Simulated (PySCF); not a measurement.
Al2Cl3FH2 (SMILES [F][Al-]1([Cl])[Cl+][AlH2-][Cl+]1)

```xyz
8

F    -2.1970   -0.4380   -1.3632
Al   -1.4383    0.4656   -0.2113
Cl   -2.2280    2.0011    0.8261
Cl    0.5333    0.9526   -1.1134
Al    1.4866   -0.5095    0.1849
Cl   -0.4274   -1.0347    1.0776
H     2.2997    0.2655    1.2418
H     1.9801   -1.6932   -0.6670
```

Geometry: GFN2-xTB.

These are results of PySCF, wB97X-D/def2-SVPD, SCF density, gas phase, not measurements.

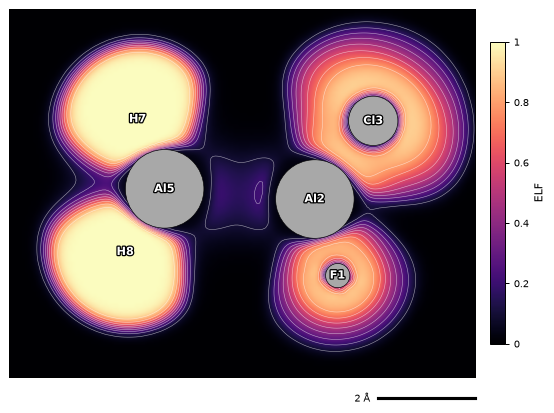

Figure 1. Electron localisation function on the plane of atoms H7, Al5 and H8. Grey discs cover the atomic cores.

**What do the fields say about this system?**

The section cuts through F, Al, Cl and H sites. Al–F (1.65 Å): the ELF peaks at about 0.85 in the valence shell of F, 0.6 Å from its nucleus, and is about 0.30 at the midpoint. Al–Cl (2.01 Å): the ELF peaks at about 0.90 in the valence shell of Cl, 0.9 Å from its nucleus, and is about 0.80 at the midpoint. Al–H (1.54 Å): the ELF climbs to about 1 towards the hydrogen. The ELF also peaks beside F1 and Cl3, away from the bonds: lone-pair regions.

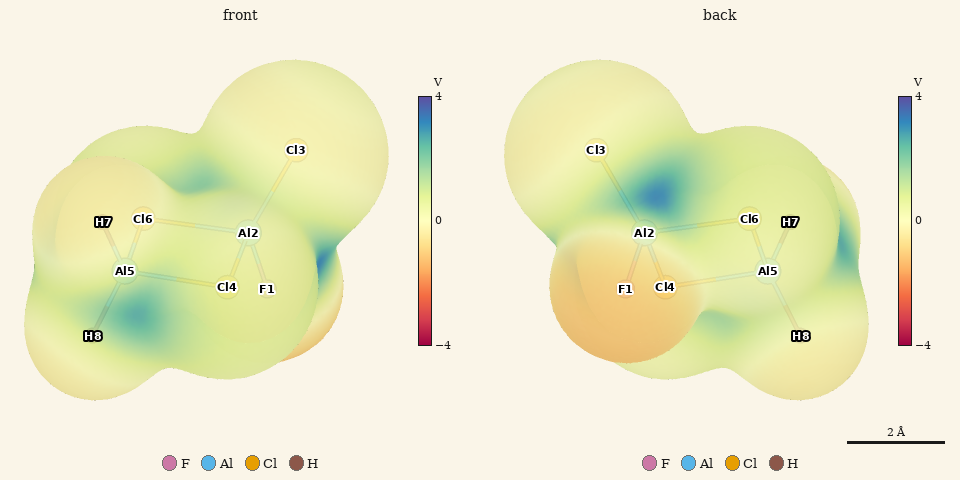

Figure 2. The molecular electrostatic potential painted on the density surface at 0.002 e/bohr³, seen from the front and from behind; the colour scale runs from red (negative) to blue (positive).

**Which sites attract a positive test charge, and which a negative one?**

A positive charge is drawn to the negative regions and a negative charge to the positive ones. The most negative region (about −1.2 V) lies over F1, the most positive (about +2.9 V) over Al2.
